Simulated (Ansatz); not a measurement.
**BSiH₅ (singlet): correlated methods under varied settings at distance B1–H4 along a hydrogen transfer = 1.398 Å**

What do other methods and options give for BSiH₅ (singlet) at this geometry, and how long do they take?

Computed with Ansatz 0.2.0, Gaussian basis. Level: the settings change from run to run.

6 further runs of the same task are left out: 5 that didn't finish, 1 set aside as unsound or not needed.

**1. The system**

The geometry derives from fragments relaxed apart (PBE0/def2-TZVP) and kept rigid, so it is no stationary point. A hydrogen atom is moved between rigid fragments.

7 atoms, charge 0, spin multiplicity 1.

Atoms are counted from 1 here; the program's logs count them from 0.

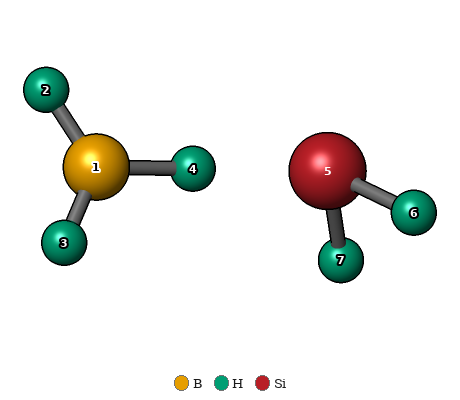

The structure; boron amber, hydrogen teal, silicon red; atoms are numbered from 1 in the order of the file.

**2. HF/6-31G***

The input, in.yaml:

```yaml
crystal:
  periodic: [false, false, false]
  atoms:
    - {symbol: B, position_ang: [-2.328603, 0.040114, 0.000000]}
    - {symbol: H, position_ang: [-2.925336, 1.073685, 0.000000]}
    - {symbol: H, position_ang: [-2.925336, -0.993457, 0.000000]}
    - {symbol: H, position_ang: [-0.930603, 0.040114, 0.000000]}
    - {symbol: Si, position_ang: [1.022397, 0.040114, 0.000000]}
    - {symbol: H, position_ang: [1.634577, -0.834170, 1.090012]}
    - {symbol: H, position_ang: [1.634577, -0.834170, -1.090012]}
basis:
  gaussian: {orbitals: "6-31G*"}
magnetization: {spin_polarized: true, initial_magnetization: 0}
hamiltonian: {xc: hf}
output: {forces: true, orbitals: {seedname: orbitals}}
```

The run is started by

```sh
$ ansatz run in.yaml --threads 1 --pin off --events-out ev --progress --plain --max-ram 2393MiB
```

The program printed:

```text
Functional definition: HF
  name "HF"
  cite "Fock, Z. Phys. 61, 126 (1930) doi:10.1007/BF01340294"
  parent pbe
  exchange = exact_x
  correlation = 0
464 factors; integrals over basis functions are off by at most 1.0e-3 eV
mean field evaluation 1: about -8607.3922 eV, gradient 9.4e0 eV
mean field evaluation 2: about -8607.4188 eV, gradient 9.5e0 eV
mean field evaluation 4: about -8608.4719 eV, gradient 7.3e-1 eV
mean field evaluation 8: about -8608.4808 eV, gradient 4.1e-4 eV
mean field evaluation 16: about -8608.5194 eV, gradient 1.3e-1 eV
mean field evaluation 32: about -8608.5153 eV, gradient 2.3e-1 eV
mean field -8608.52067685 eV, -316.3572998092 hartree, gradient 1.8e-5 eV, S^2 0.283498; 2 other end points of the search recorded, 0 dependent functions left out
the calculation of the forces begins
reference -8608.52067685 eV, -316.3572998092 hartree; 12, 12 occupied and 32, 32 virtual orbitals, 464 factors
Total energy: -8608.52067685 eV, -316.3572998092 hartree
Atom 0 at    -2.328603     0.040114     0.000000 Å, force     1.689576    -0.314818     0.000000 eV/Å
Atom 1 at    -2.925336     1.073685     0.000000 Å, force     0.407478    -0.073808    -0.000000 eV/Å
Atom 2 at    -2.925336    -0.993457     0.000000 Å, force     0.257033     0.114514    -0.000000 eV/Å
Atom 3 at    -0.930603     0.040114     0.000000 Å, force    -3.344746    -0.118687    -0.000000 eV/Å
Atom 4 at     1.022397     0.040114     0.000000 Å, force     2.181451     0.277587     0.000000 eV/Å
Atom 5 at     1.634577    -0.834170     1.090012 Å, force    -0.595396     0.057606     0.004997 eV/Å
Atom 6 at     1.634577    -0.834170    -1.090012 Å, force    -0.595396     0.057606    -0.004997 eV/Å
Dipole moment:    -0.387458    -0.042916     0.000000 e Å
```

Run time: 0.69 s. Hardware: 1 thread of Arm Neoverse V1, shared host.

From the report: ⟨S²⟩ of the determinant 0.283 (pure singlet: 0.00).

**3. NEVPT2(2,7)/6-31G**

Changes to in.yaml since step 2:

```diff
@@ -11,5 +11,3 @@
 basis:
-  gaussian: {orbitals: "6-31G*"}
-magnetization: {spin_polarized: true, initial_magnetization: 0}
-hamiltonian: {xc: hf}
-output: {forces: true, orbitals: {seedname: orbitals}}
+  gaussian: {orbitals: 6-31G}
+correlation: {method: sc_nevpt2, electrons: outside_noble_gas, active_space: {window: {electrons: 2, orbitals: 7}, states: [{multiplicity: 1, weights: [1, 0.5]}, {multiplicity: 3, weights: [1]}], root: 1}}
```

Same command.

The program printed (excerpt; [...] marks lines left out):

```text
Functional definition: HF
  name "HF"
  cite "Fock, Z. Phys. 61, 126 (1930) doi:10.1007/BF01340294"
  parent pbe
[...]
721 factors; integrals over basis functions are off by at most 2.1e-7 eV
[...]
mean field -8607.33899374 eV, -316.3138737560 hartree, gradient 2.5e-6 eV, S^2 0.000000; 0 other end points of the search recorded, 0 dependent functions left out; unrestricted orbitals would lower it
reference -8607.33899374 eV, -316.3138737560 hartree; 12, 12 occupied and 20, 20 virtual orbitals, 721 factors
state -8607.71429376 eV, -316.3276657773 hartree
state -8604.99194701 eV, -316.2276213798 hartree
state -8607.71429376 eV, -316.3276657773 hartree; corrected -8610.34674685 eV, -316.4244066442 hartree
state -8604.99194701 eV, -316.2276213798 hartree; corrected -8607.79246960 eV, -316.3305386865 hartree
state -8606.62007119 eV, -316.2874538396 hartree
state -8606.62007119 eV, -316.2874538396 hartree; corrected -8609.30171466 eV, -316.3860024195 hartree
Total energy: -8607.79246960 eV, -316.3305386865 hartree
```

It took 1.8 s on 1 thread of Arm Neoverse V1, shared host.

From the report: 37 determinants; active occupations (of the averaged states) 1.37, 0.61, 0.01, 0.01, 0.00, 0.00, 0.00.

**4. CISD/STO-3G**

Changes to in.yaml since step 3:

```diff
@@ -11,3 +11,3 @@
 basis:
-  gaussian: {orbitals: 6-31G}
-correlation: {method: sc_nevpt2, electrons: outside_noble_gas, active_space: {window: {electrons: 2, orbitals: 7}, states: [{multiplicity: 1, weights: [1, 0.5]}, {multiplicity: 3, weights: [1]}], root: 1}}
+  gaussian: {orbitals: STO-3G}
+correlation: {active_space: {ras: {orbitals: [6, 0, 7], electrons: 12, max_holes: 2, max_particles: 2}, fixed_orbitals: true}}
```

Same command.

The program printed:

```text
Functional definition: HF
  name "HF"
  cite "Fock, Z. Phys. 61, 126 (1930) doi:10.1007/BF01340294"
  parent pbe
  exchange = exact_x
  correlation = 0
221 factors; integrals over basis functions are off by at most 3.2e-5 eV
mean field evaluation 1: about -8507.7791 eV, gradient 1.3e1 eV
mean field evaluation 2: about -8507.7943 eV, gradient 1.3e1 eV
mean field evaluation 4: about -8508.7934 eV, gradient 6.1e-1 eV
mean field evaluation 8: about -8508.7952 eV, gradient 1.6e-6 eV
mean field -8508.79524455 eV, -312.6924577686 hartree, gradient 1.5e-6 eV, S^2 0.000000; 0 other end points of the search recorded, 0 dependent functions left out
reference -8508.79524455 eV, -312.6924577686 hartree; 12, 12 occupied and 7, 7 virtual orbitals, 221 factors
state -8511.73766796 eV, -312.8005898344 hartree
Total energy: -8511.73766796 eV, -312.8005898344 hartree
```

It took 0.24 s on 1 thread of Arm Neoverse V1, shared host.

From the report: 1,329 determinants.

**5. BCCD(T) on RHF/cc-pVDZ**

Changes to in.yaml since step 4:

```diff
@@ -11,3 +11,4 @@
 basis:
-  gaussian: {orbitals: STO-3G}
-correlation: {active_space: {ras: {orbitals: [6, 0, 7], electrons: 12, max_holes: 2, max_particles: 2}, fixed_orbitals: true}}
+  gaussian: {orbitals: cc-pVDZ, fitting: {mean_field: def2-universal-jkfit}}
+magnetization: {spin_polarized: false}
+correlation: {method: bccd_t, electrons: valence}
```

Same command.

The program printed (excerpt; [...] marks lines left out):

```text
Functional definition: HF
  name "HF"
  cite "Fock, Z. Phys. 61, 126 (1930) doi:10.1007/BF01340294"
  parent pbe
[...]
293 factors; integrals over basis functions are off by at most 3.8e-1 eV
[...]
mean field -8609.04651051 eV, -316.3766238400 hartree, gradient 1.4e-6 eV, S^2 0.000000; 0 other end points of the search recorded, 0 dependent functions left out; unrestricted orbitals would lower it
6 core orbitals not correlated: weight in the atoms' cores, before any rotation towards them, 1.000 or more for the frozen orbitals, at most 0.000 for the correlated occupied ones
reference -8609.04651051 eV, -316.3766238400 hartree; 6, 6 occupied and 45, 45 virtual orbitals, 293 factors
second order -5.15997825 eV of doubles, -0.00000000 eV of singles
cycle   1  -6.17073122 eV  change    -1.0e0 eV  update   7.8e-2
[...]
cycle  12  -6.54866444 eV  change    7.2e-8 eV  update   7.3e-6
perturbative correction -0.15216771 eV, -0.0055920600 hartree
Total energy: -8615.74734266 eV, -316.6228748794 hartree
```

Wall time 0.69 s (1 thread of Arm Neoverse V1, shared host).

From the report: correlation -6.7008 eV; largest double amplitude 0.10.

**6. CCSD(T) on RHF/cc-pVDZ**

Changes to in.yaml since step 5:

```diff
@@ -11,4 +11,6 @@
 basis:
-  gaussian: {orbitals: cc-pVDZ, fitting: {mean_field: def2-universal-jkfit}}
+  gaussian: {orbitals: cc-pVDZ}
 magnetization: {spin_polarized: false}
-correlation: {method: bccd_t, electrons: valence}
+correlation: {method: ccsd_t, electrons: valence}
+scf: {omitted_lower_state_checks: [cluster_reference]}
+output: {forces: true}
```

Same command.

The program printed (excerpt; [...] marks lines left out):

```text
Functional definition: HF
  name "HF"
  cite "Fock, Z. Phys. 61, 126 (1930) doi:10.1007/BF01340294"
  parent pbe
[...]
530 factors; integrals over basis functions are off by at most 1.4e-3 eV
[...]
mean field -8609.04563716 eV, -316.3765917449 hartree, gradient 1.6e-6 eV, S^2 0.000000; 0 other end points of the search recorded, 0 dependent functions left out; unrestricted orbitals would lower it
6 core orbitals not correlated: weight in the atoms' cores, before any rotation towards them, 1.000 or more for the frozen orbitals, at most 0.000 for the correlated occupied ones
reference -8609.04563716 eV, -316.3765917449 hartree; 6, 6 occupied and 45, 45 virtual orbitals, 530 factors
second order -5.17454049 eV of doubles, -0.00000000 eV of singles
cycle   1  -6.16824927 eV  change   -9.9e-1 eV  update   7.8e-2
[...]
cycle  13  -6.55954743 eV  change   -5.2e-6 eV  update   2.8e-6
perturbative correction -0.14622103 eV, -0.0053735237 hartree
[...]
Total energy: -8615.75140561 eV, -316.6230241903 hartree
Atom 0 at    -2.328603     0.040114     0.000000 Å, force     1.933346    -0.376429    -0.000000 eV/Å
Atom 1 at    -2.925336     1.073685     0.000000 Å, force     0.122032     0.423304     0.000000 eV/Å
Atom 2 at    -2.925336    -0.993457     0.000000 Å, force    -0.048659    -0.368036     0.000000 eV/Å
Atom 3 at    -0.930603     0.040114     0.000000 Å, force    -2.644806    -0.064973     0.000000 eV/Å
Atom 4 at     1.022397     0.040114     0.000000 Å, force     1.341142     1.005286    -0.000000 eV/Å
Atom 5 at     1.634577    -0.834170     1.090012 Å, force    -0.351528    -0.309576     0.208156 eV/Å
Atom 6 at     1.634577    -0.834170    -1.090012 Å, force    -0.351528    -0.309576    -0.208156 eV/Å
Dipole moment:    -0.361833    -0.024107    -0.000000 e Å
Checks for a lower state left out: cluster_reference
```

Wall time 2.4 s (1 thread of Arm Neoverse V1, shared host).

From the report: correlation -6.7058 eV; T1 0.014; largest double amplitude 0.09.

**7. CCSD on RHF/6-31G**

Changes to in.yaml since step 6:

```diff
@@ -11,6 +11,6 @@
 basis:
-  gaussian: {orbitals: cc-pVDZ}
+  gaussian: {orbitals: 6-31G}
 magnetization: {spin_polarized: false}
-correlation: {method: ccsd_t, electrons: valence}
-scf: {omitted_lower_state_checks: [cluster_reference]}
-output: {forces: true}
+correlation: {method: ccsd, electrons: outside_noble_gas, diis_vectors: 12}
+accuracy: high
+scf: {lower_state_search: off}
```

Launched as before.

The program printed (excerpt; [...] marks lines left out):

```text
Functional definition: HF
  name "HF"
  cite "Fock, Z. Phys. 61, 126 (1930) doi:10.1007/BF01340294"
  parent pbe
[...]
766 factors; integrals over basis functions are off by at most 3.5e-9 eV
[...]
mean field -8607.33899376 eV, -316.3138737566 hartree, gradient 1.7e-8 eV, S^2 0.000000; 0 other end points of the search recorded, 0 dependent functions left out
6 core orbitals not correlated: weight in the atoms' cores, before any rotation towards them, 1.000 or more for the frozen orbitals, at most 0.000 for the correlated occupied ones
reference -8607.33899376 eV, -316.3138737566 hartree; 6, 6 occupied and 20, 20 virtual orbitals, 766 factors
second order -2.89910423 eV of doubles, -0.00000000 eV of singles
cycle   1  -3.57132801 eV  change   -6.7e-1 eV  update   7.1e-2
[...]
cycle  23  -3.90923067 eV  change  -4.5e-10 eV  update   1.1e-9
Total energy: -8611.24822443 eV, -316.4575353341 hartree
Checks for a lower state left out: stability, starts, cluster_reference, orbital_swaps, neighbouring_geometries, increment
```

Wall time 0.57 s (1 thread of Arm Neoverse V1, shared host).

From the report: correlation -3.9092 eV; T1 0.011; largest double amplitude 0.11.

**8. CCSDT(Q) on RHF/STO-3G**

Changes to in.yaml since step 7:

```diff
@@ -11,6 +11,5 @@
 basis:
-  gaussian: {orbitals: 6-31G}
+  gaussian: {orbitals: STO-3G}
 magnetization: {spin_polarized: false}
-correlation: {method: ccsd, electrons: outside_noble_gas, diis_vectors: 12}
-accuracy: high
-scf: {lower_state_search: off}
+correlation: {method: ccsdt_q, electrons: outside_noble_gas}
+output: {forces: true}
```

Same command.

The program printed (excerpt; [...] marks lines left out):

```text
Functional definition: HF
  name "HF"
  cite "Fock, Z. Phys. 61, 126 (1930) doi:10.1007/BF01340294"
  parent pbe
[...]
304 factors; integrals over basis functions are off by at most 2.7e-8 eV
[...]
mean field -8508.79533800 eV, -312.6924612028 hartree, gradient 1.6e-6 eV, S^2 0.000000; 0 other end points of the search recorded, 0 dependent functions left out; unrestricted orbitals would lower it
6 core orbitals not correlated: weight in the atoms' cores, before any rotation towards them, 1.000 or more for the frozen orbitals, at most 0.000 for the correlated occupied ones
reference -8508.79533800 eV, -312.6924612028 hartree; 6, 6 occupied and 7, 7 virtual orbitals, 304 factors
second order -2.10234569 eV of doubles, -0.00000000 eV of singles
cycle   1  -2.75442222 eV  change   -6.5e-1 eV  update   7.3e-2
[...]
cycle  16  -3.18187709 eV  change   -4.4e-7 eV  update   3.1e-7
perturbative correction -0.00146741 eV, -0.0000539263 hartree
[...]
Total energy: -8511.97868250 eV, -312.8094469555 hartree
Atom 0 at    -2.328603     0.040114     0.000000 Å, force     2.722993    -0.223545     0.000000 eV/Å
Atom 1 at    -2.925336     1.073685     0.000000 Å, force     0.222089    -0.152402    -0.000000 eV/Å
Atom 2 at    -2.925336    -0.993457     0.000000 Å, force     0.147678     0.156918    -0.000000 eV/Å
Atom 3 at    -0.930603     0.040114     0.000000 Å, force    -3.982646    -0.028014    -0.000000 eV/Å
Atom 4 at     1.022397     0.040114     0.000000 Å, force     2.009979    -0.194341    -0.000000 eV/Å
Atom 5 at     1.634577    -0.834170     1.090012 Å, force    -0.560047     0.220692    -0.507313 eV/Å
Atom 6 at     1.634577    -0.834170    -1.090012 Å, force    -0.560047     0.220692     0.507313 eV/Å
Dipole moment:    -0.107648     0.027830    -0.000000 e Å
```

It took 8.5 s on 1 thread of Arm Neoverse V1, shared host.

From the report: correlation -3.1833 eV; T1 0.007; largest double amplitude 0.14.

**9. The runs in one table**

```csv
level,correlated,functions,energy (eV),time
HF/6-31G*,,44,-8608.5207,0.69 s
"NEVPT2(2,7)/6-31G (excited root 1 of an average)",outside noble gas,32,-8607.7925,1.8 s
CISD/STO-3G,valence,19,-8511.7377,0.24 s
BCCD(T) on RHF/cc-pVDZ,valence,57,-8615.7473,0.69 s
CCSD(T) on RHF/cc-pVDZ,valence,57,-8615.7514,2.4 s
CCSD on RHF/6-31G,outside noble gas,32,-8611.2482,0.57 s
CCSDT(Q) on RHF/STO-3G,outside noble gas,19,-8511.9787,8.5 s
```

**10. What came out**

```
quantity                          value
    runs                              7
quickest            CISD/STO-3G, 0.24 s
 slowest  CCSDT(Q) on RHF/STO-3G, 8.5 s
```

Total energies in different bases, with other cores or another treatment of relativity can't be set against each other. CCSDT(Q) on RHF/STO-3G took 36 times as long as CISD/STO-3G; the jobs differ in more than the method.
